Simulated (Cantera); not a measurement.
Input: 1 mol Al, 0.62 mol HCl, 200 mol H2, at 0.00150 bar.

Method: chemical equilibrium by Gibbs-energy minimisation in Cantera with the NASA 1993 tables (ideal gas, pure condensed phases). Candidate condensed phases: Al, AlCl3; 12 gas species. The tables' values for AlCl2 are old estimates; treat these amounts as uncertain. Rates play no part.

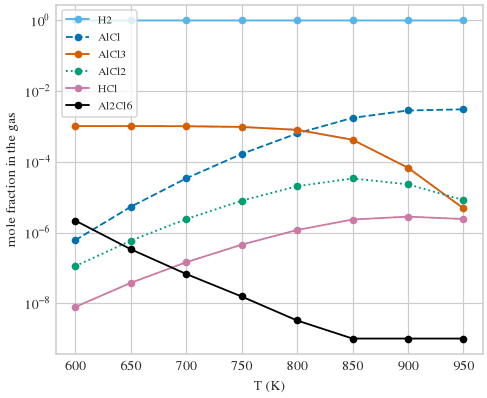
Equilibrium gas composition (values under 1e-9 drawn at 1e-9)

From 600 K to 900 K the condensed part is Al(s). At 950 K the condensed part is Al(l). The main Al-bearing gas is AlCl3 at 600 K and AlCl at 950 K.
